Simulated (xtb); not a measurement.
## Geometry relaxation of SiHSBrClF (part 1 of 3)

- system: SiHSBrClF, SMILES F[Si](S)(Cl)Br
- method: GFN2-xTB (xtb 6.7.1 later snapshot)

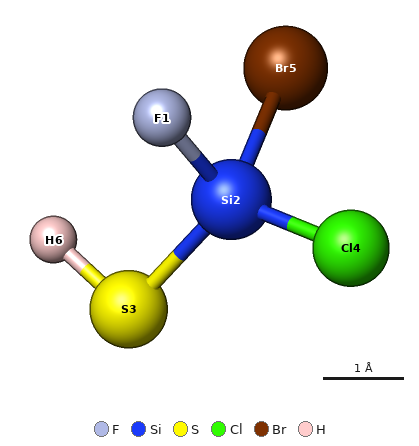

Fig. 1: The input geometry (ball-and-stick view, seen at a tilt; atoms are numbered from 1 in the order of the input). Bond lengths as drawn: Br–Si 2.33 Å, Cl–Si 1.92 Å, F–Si 1.70 Å, H–S 1.37 Å and S–Si 2.08 Å.

Input file (geom.xyz)
```
6

F      1.01394    -0.71732    -1.15223
Si    -0.33410    -0.17522    -0.27413
S      0.05528    -0.28840     1.76622
Cl    -1.83819    -1.10181    -1.01624
Br    -0.29244     2.01951    -1.05426
H      1.25236     0.37121     1.78095
```

File input.inp
```
$opt
   hessian=lindh
$end
```

Command:
```bash
xtb -o tight -I input.inp --gfn2 --chrg 0 -- geom.xyz > out.txt
```

Log
```
* xtb version 6.7.1
   ID    Z sym.   atoms
    1    9 F      1
    2   14 Si     2
    3   16 S      3
    4   17 Cl     4
    5   35 Br     5
    6    1 H      6

           -------------------------------------------------
          |                Calculation Setup                |
           -------------------------------------------------

          program call               : xtb -o tight -I input.inp --gfn2 --chrg 0 -- geom.xyz
          coordinate file            : geom.xyz
          omp threads                :                     1

           -------------------------------------------------
          |                 G F N 2 - x T B                 |
           -------------------------------------------------

      * Hamiltonian:
        H0-scaling (s, p, d)           1.850000    2.230000    2.230000
        zeta-weighting                 0.500000
      * Dispersion:
        s8                             2.700000
        a1                             0.520000
        a2                             5.000000
        s9                             5.000000
      * Repulsion:
        kExp                           1.500000    1.000000
        rExp                           1.000000
      * Coulomb:
        alpha                          2.000000
        third order                    shell-resolved
        anisotropic                    true
        a3                             3.000000
        a5                             4.000000
        cn-shift                       1.200000
        cn-exp                         4.000000
        max-rad                        5.000000

          ...................................................
          :                      SETUP                      :
          :.................................................:
          :  # basis functions                  45          :
          :  # atomic orbitals                  41          :
          :  # shells                           15          :
          :  # electrons                        32          :
          :  max. iterations                   250          :
          :  Hamiltonian                  GFN2-xTB          :
          :  restarted?                      false          :
          :  GBSA solvation                  false          :
          :  PC potential                    false          :
          :  electronic temp.          300.0000000     K    :
          :  accuracy                    1.0000000          :
          :  -> integral cutoff          0.2500000E+02      :
          :  -> integral neglect         0.1000000E-07      :
          :  -> SCF convergence          0.1000000E-05 Eh   :
          :  -> wf. convergence          0.1000000E-03 e    :
          :  Broyden damping             0.4000000          :
          :  net charge                          0          :
          :  unpaired electrons                  0          :
          ...................................................

 iter      E             dE          RMSdq      gap      omega  full diag
   1    -18.8776969 -0.188777E+02  0.863E+00    5.91       0.0  T
   2    -18.9644566 -0.867597E-01  0.529E+00    4.75       1.0  T
   3    -19.0119283 -0.474717E-01  0.294E+00    5.46       1.0  T
   4    -19.0286935 -0.167652E-01  0.203E+00    4.76       1.0  T
   5    -19.0399427 -0.112492E-01  0.852E-01    5.17       1.0  T
   6    -19.0402723 -0.329586E-03  0.675E-01    5.16       1.0  T
   7    -19.0411881 -0.915844E-03  0.449E-01    5.15       1.0  T
   8    -19.0419051 -0.716941E-03  0.198E-01    5.08       1.0  T
   9    -19.0419558 -0.506826E-04  0.102E-01    5.10       1.0  T
  10    -19.0419847 -0.289264E-04  0.506E-02    5.09       1.0  T
  11    -19.0419846  0.110435E-06  0.414E-02    5.09       1.0  T
  12    -19.0419904 -0.584961E-05  0.206E-02    5.09       2.0  T
  13    -19.0419908 -0.357366E-06  0.144E-02    5.09       2.8  T
  14    -19.0419911 -0.346353E-06  0.103E-02    5.09       4.0  T
  15    -19.0419913 -0.146968E-06  0.673E-03    5.09       6.1  T
  16    -19.0419915 -0.192433E-06  0.149E-03    5.09      27.3  T
  17    -19.0419915 -0.743218E-08  0.407E-04    5.09     100.3  T
  18    -19.0419915  0.312923E-09  0.423E-04    5.09      96.4  T

   *** convergence criteria satisfied after 18 iterations ***

         #    Occupation            Energy/Eh            Energy/eV
      -------------------------------------------------------------
         1        2.0000           -1.1088788             -30.1741
       ...           ...                  ...                  ...
        10        2.0000           -0.5003660             -13.6157
        11        2.0000           -0.4997837             -13.5998
        12        2.0000           -0.4888787             -13.3031
        13        2.0000           -0.4639192             -12.6239
        14        2.0000           -0.4387819             -11.9399
        15        2.0000           -0.4363392             -11.8734
        16        2.0000           -0.4304818             -11.7140 (HOMO)
        17                         -0.2434467              -6.6245 (LUMO)
        18                         -0.2333638              -6.3502
        19                         -0.2065411              -5.6203
        20                         -0.1704555              -4.6383
        21                         -0.1484815              -4.0404
       ...                                ...                  ...
        41                          1.0399179              28.2976
      -------------------------------------------------------------
                  HL-Gap            0.1870351 Eh            5.0895 eV
             Fermi-level           -0.3369643 Eh           -9.1693 eV

 SCC (total)                   0 d,  0 h,  0 min,  0.010 sec
 SCC setup                      ...        0 min,  0.000 sec (  0.667%)
 Dispersion                     ...        0 min,  0.000 sec (  0.212%)
 classical contributions        ...        0 min,  0.000 sec (  0.054%)
 integral evaluation            ...        0 min,  0.001 sec ( 12.579%)
 iterations                     ...        0 min,  0.006 sec ( 65.976%)
 molecular gradient             ...        0 min,  0.002 sec ( 19.595%)
 printout                       ...        0 min,  0.000 sec (  0.764%)

         :::::::::::::::::::::::::::::::::::::::::::::::::::::
         ::                     SUMMARY                     ::
         :::::::::::::::::::::::::::::::::::::::::::::::::::::
         :: total energy             -18.998054074360 Eh    ::
         :: gradient norm              0.087467647671 Eh/a0 ::
         :: HOMO-LUMO gap              5.089484558451 eV    ::
         ::.................................................::
         :: SCC energy               -19.041987918358 Eh    ::
         :: -> isotropic ES            0.044611477637 Eh    ::
         :: -> anisotropic ES         -0.000419055108 Eh    ::
         :: -> anisotropic XC         -0.012533605636 Eh    ::
         :: -> dispersion             -0.006478865651 Eh    ::
         :: repulsion energy           0.043933843998 Eh    ::
         :: add. restraining           0.000000000000 Eh    ::
         :: total charge               0.000000000000 e     ::
         :::::::::::::::::::::::::::::::::::::::::::::::::::::

      -----------------------------------------------------------
     |                   =====================                   |
     |                        A N C O P T                        |
     |                   =====================                   |
     |               Approximate Normal Coordinate               |
     |                Rational Function Optimizer                |
      -----------------------------------------------------------

          ...................................................
          :                      SETUP                      :
          :.................................................:
          :   optimization level             tight          :
          :   max. optcycles                   200          :
          :   ANC micro-cycles                  20          :
          :   degrees of freedom                12          :
          :.................................................:
          :   RF solver                   davidson          :
          :   write xtbopt.log                true          :
          :   linear?                        false          :
          :   energy convergence         0.1000000E-05 Eh   :
          :   grad. convergence          0.8000000E-03 Eh/α :
          :   maximum RF displ.          1.0000000          :
          :   Hlow (freq-cutoff)         0.1000000E-01      :
          :   Hmax (freq-cutoff)         5.0000000          :
          :   S6 in model hess.         20.0000000          :
          ...................................................

generating ANC from exact Hessian ...
Using Lindh-Hessian (2007)
 Shifting diagonal of input Hessian by    0.0000000000000000
 Lowest  eigenvalues of input Hessian
    0.000000    0.000000    0.000000    0.000000    0.000000    0.000000
    0.010997    0.037688    0.105174    0.116625    0.144415    0.191325
    0.233738    0.742058    0.855381    1.165119    1.537359    1.570739
 Highest eigenvalues
    0.233738    0.742058    0.855381    1.165119    1.537359    1.570739

........................................................................
.............................. CYCLE    1 ..............................
........................................................................

 iter      E             dE          RMSdq      gap      omega  full diag
   1    -19.0419915 -0.190420E+02  0.142E-04    5.09       0.0  T
   2    -19.0419915 -0.864020E-11  0.117E-04    5.09     349.6  T
   3    -19.0419915 -0.768239E-10  0.512E-05    5.09     796.9  T
     SCC iter.                  ...        0 min,  0.001 sec
     gradient                   ...        0 min,  0.002 sec
 * total energy  :   -18.9980541 Eh     change       -0.7862333E-09 Eh
   gradient norm :     0.0874674 Eh/α   predicted     0.0000000E+00 (-100.00%)
   displ. norm   :     0.0947676 α      lambda       -0.5869891E-02
   maximum displ.:     0.0529356 α      in ANC's #2, #11, #5, ...

........................................................................
.............................. CYCLE    2 ..............................
........................................................................

 iter      E             dE          RMSdq      gap      omega  full diag
   1    -19.0462882 -0.190463E+02  0.526E-01    5.15       0.0  T
   2    -19.0464187 -0.130515E-03  0.232E-01    5.12       1.0  T
   3    -19.0464289 -0.102352E-04  0.133E-01    5.12       1.0  T
   4    -19.0464002  0.287116E-04  0.106E-01    5.10       1.0  T
   5    -19.0464401 -0.398856E-04  0.512E-02    5.11       1.0  T
   6    -19.0464418 -0.172158E-05  0.393E-02    5.11       1.0  T
   7    -19.0464451 -0.326952E-05  0.160E-02    5.11       2.6  T
   8    -19.0464454 -0.286457E-06  0.100E-02    5.11       4.1  T
   9    -19.0464456 -0.168569E-06  0.577E-03    5.11       7.1  T
  10    -19.0464456 -0.528301E-07  0.332E-03    5.11      12.3  T
  11    -19.0464456 -0.213767E-07  0.102E-03    5.11      40.1  T
  12    -19.0464456 -0.210141E-08  0.578E-04    5.11      70.6  T
  13    -19.0464456 -0.308063E-09  0.252E-04    5.11     161.9  T
     SCC iter.                  ...        0 min,  0.004 sec
     gradient                   ...        0 min,  0.002 sec
 * total energy  :   -19.0030965 Eh     change       -0.5042379E-02 Eh
   gradient norm :     0.0643433 Eh/α   predicted    -0.2961304E-02 ( -41.27%)
   displ. norm   :     0.2100127 α      lambda       -0.1148647E-01
   maximum displ.:     0.1245212 α      in ANC's #11, #7, #10, ...

........................................................................
.............................. CYCLE    3 ..............................
........................................................................

 iter      E             dE          RMSdq      gap      omega  full diag
   1    -19.0556653 -0.190557E+02  0.132E+00    5.25       0.0  T
   2    -19.0566764 -0.101106E-02  0.560E-01    5.12       1.0  T
   3    -19.0567582 -0.818625E-04  0.352E-01    5.11       1.0  T
   4    -19.0565849  0.173309E-03  0.311E-01    5.06       1.0  T
   5    -19.0568634 -0.278455E-03  0.146E-01    5.08       1.0  T
   6    -19.0568780 -0.146500E-04  0.117E-01    5.08       1.0  T
   7    -19.0569083 -0.302602E-04  0.508E-02    5.09       1.0  T
   8    -19.0569111 -0.281571E-05  0.307E-02    5.08       1.3  T
   9    -19.0569126 -0.150227E-05  0.148E-02    5.08       2.8  T
  10    -19.0569130 -0.383907E-06  0.772E-03    5.08       5.3  T
  11    -19.0569131 -0.101967E-06  0.370E-03    5.08      11.0  T
  12    -19.0569131 -0.161016E-07  0.226E-03    5.08      18.0  T
  13    -19.0569131 -0.260721E-08  0.855E-04    5.08      47.7  T
  14    -19.0569131 -0.772864E-09  0.363E-04    5.08     112.5  T
     SCC iter.                  ...        0 min,  0.004 sec
     gradient                   ...        0 min,  0.002 sec
 * total energy  :   -19.0088726 Eh     change       -0.5776155E-02 Eh
   gradient norm :     0.0181386 Eh/α   predicted    -0.5996543E-02 (   3.82%)
   displ. norm   :     0.0308471 α      lambda       -0.3903689E-03
   maximum displ.:     0.0147909 α      in ANC's #1, #9, #5, ...
```
